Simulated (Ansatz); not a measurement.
# CH₇NSSi₃ (SMILES N#C[Si]([SiH3])([SiH3])S): what the fields show

Input file:

```
crystal:
  periodic: [false, false, false]
  atoms:
    - {symbol: C, position_ang: [-1.968565, 0.235676, 1.717108]}
    - {symbol: N, position_ang: [-3.015707, 0.669513, 1.974982]}
    - {symbol: S, position_ang: [1.278549, 0.760915, 2.053031]}
    - {symbol: Si, position_ang: [-0.305271, -0.480778, 1.263891]}
    - {symbol: Si, position_ang: [-0.204045, -0.554337, -1.080548]}
    - {symbol: Si, position_ang: [-0.135478, -2.574252, 2.315435]}
    - {symbol: H, position_ang: [-1.373337, -1.298075, -1.629540]}
    - {symbol: H, position_ang: [1.061186, -1.240585, -1.468313]}
    - {symbol: H, position_ang: [-0.196179, 0.841992, -1.604245]}
    - {symbol: H, position_ang: [-1.269737, -3.425519, 1.858110]}
    - {symbol: H, position_ang: [-0.183812, -2.401827, 3.793886]}
    - {symbol: H, position_ang: [1.157680, -3.197772, 1.914884]}
    - {symbol: H, position_ang: [1.086306, 1.778476, 1.180239]}
basis:
  gaussian:
    orbitals: def2-SVPD
hamiltonian:
  xc: {name: PBE0}
output: {forces: true, orbitals: {seedname: orbitals}}
```

Run with:

```sh
ansatz run input.yaml --threads 2 --pin off --max-ram 5220MiB --events-out events.jsonl --progress --plain --runs-dir runs
```

Geometry: B3LYP-D3(BJ)/def2-SVP.

Level of theory: isolated molecule in a Gaussian basis; Kohn-Sham density functional theory, functional PBE0 in Ansatz 0.2.0.

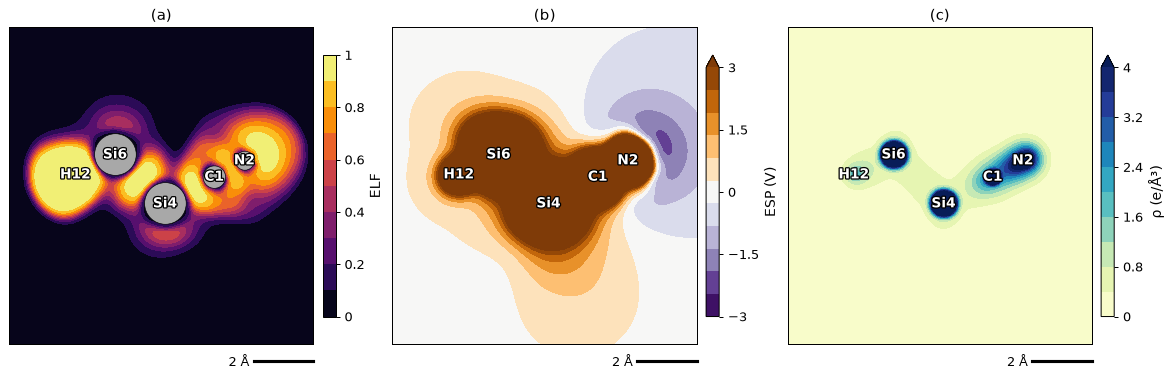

Figure 1. (a) electron localisation function; (b) electrostatic potential; (c) electron density on the plane of atoms C1, Si4 and Si6. Grey discs cover the atomic cores in the ELF map.

Question: Describe what can be read from this map.

Answer: The plane passes through C, N, Si and H nuclei. C–N (1.16 Å): ρ is about 3.5 e/Å³ halfway; the ELF peaks at about 0.85 between the atoms; a short, multiple covalent bond. C–Si (1.87 Å): ρ is about 0.89 e/Å³ halfway; the ELF peaks at about 1 between the atoms: localised, covalent bonding. Si–Si (2.35 Å): ρ at the midpoint is about 0.63 e/Å³; the ELF peaks at about 1 between the atoms (a covalent bond). Si–H (1.49 Å): ρ is about 0.75 e/Å³ halfway; the ELF climbs to about 1 towards the hydrogen, as it does in any bond to H. The ELF also peaks beside N2, away from the bonds: lone-pair regions. Outside the dense part of the molecule the potential is most negative (−2.1 V) near N2.

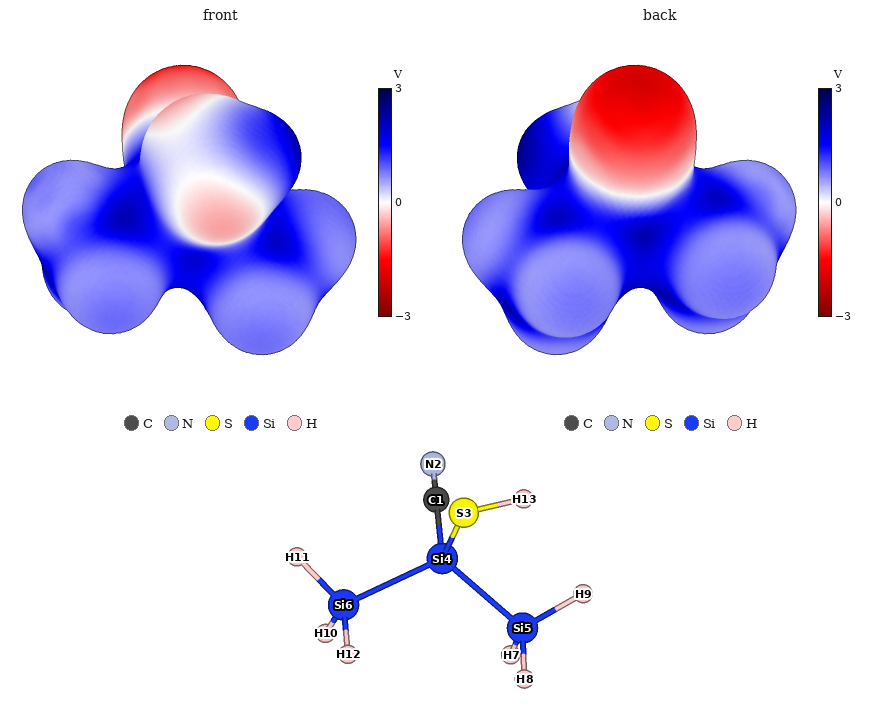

Figure 2. The electrostatic potential painted on the density surface at 0.004 e/bohr³, seen from the front and from behind; the colour scale runs from red (negative) to blue (positive). The bare structure is drawn below in the same view.

Question: Where is the surface potential most negative and most positive?

Answer: The most negative region (about −1.9 V) lies over N2, the most positive (about +2.3 V) over H13. N2 is the likeliest acceptor of a hydrogen bond.

Question: How polar is the molecule by this calculation?

Answer: Its dipole moment is 3.51 D.

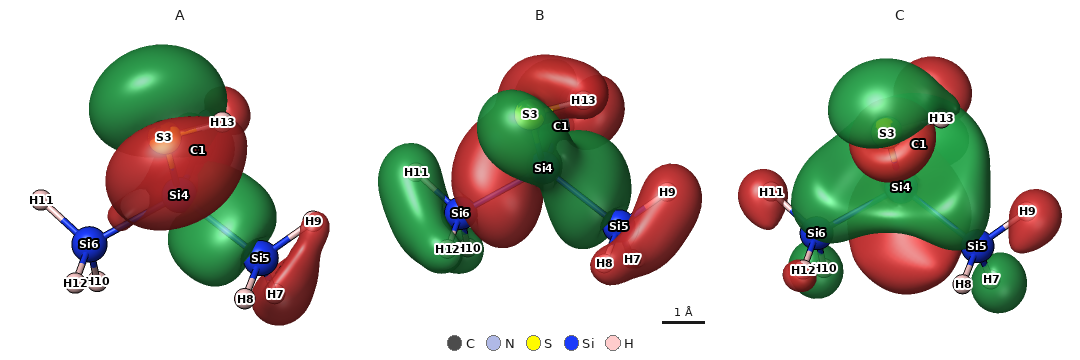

Figure 3. Three frontier orbitals at ±0.06 Å⁻³ᐟ² (green and red are the two phases), in no order.

Question: Which picture is the HOMO−1, the HOMO and the LUMO?

Answer: B is the HOMO−1 (−8.54 eV). Its weight (Hirshfeld) is mainly on Si4 (about 25 %), Si6 (about 20 %), S3 (about 15 %), Si5 (about 15 %) and N2 (about 10 %). A is the HOMO (−7.90 eV). Its weight (Hirshfeld) is mainly on S3 (about 70 %), Si4 (about 10 %) and Si5 (about 10 %); largely a lone pair of S3. C is the LUMO (−1.46 eV). By Hirshfeld shares it lies mainly on Si4 (about 25 %), S3 (about 20 %), N2 (about 15 %), C1 (about 10 %), Si6 (about 10 %) and Si5 (about 10 %).

Question: What is the HOMO–LUMO gap?

Answer: 6.44 eV between the orbital energies.
